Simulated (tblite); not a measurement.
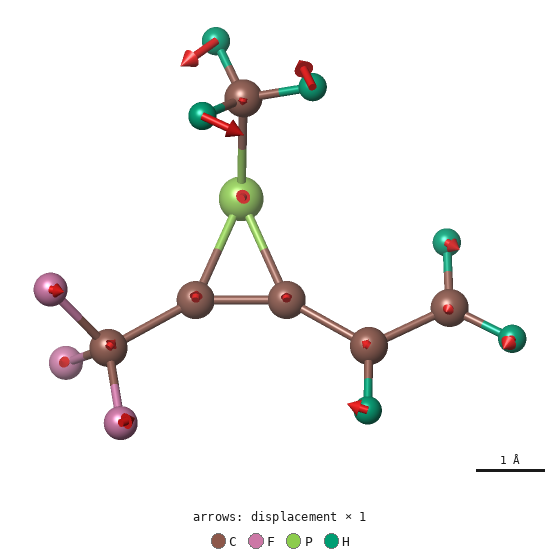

This is a relaxation of C$_{6}$H$_{6}$F$_{3}$P. The starting structure is drawn; red arrows show the displacements, at their true length. The two geometries are superimposed by the best rigid fit.

The picture is a ball-and-stick view, seen face on.

Level of theory: tblite, GFN2-xTB geometry optimisation, gas phase. 

Q: Describe the change and its energy.

A: The largest move after the best rigid fit is that of an H atom, 0.77 Å. Largest moves by element: H 0.77 Å, F 0.29 Å, P 0.24 Å, C 0.18 Å. Some distances before and after: C–F 1.403 → 1.344 Å, C–C 1.517 → 1.467 Å, C–C 1.450 → 1.423 Å, C–C 1.350 → 1.324 Å. Bond angles that change, for instance: C–P–C 113.6° → 100.8°, C–P–C 111.6° → 101.1°, C–C–F 104.3° → 112.8°. Groups turn about C–P by about 45°. After 108 geometry steps the energy has fallen by 0.607 eV.
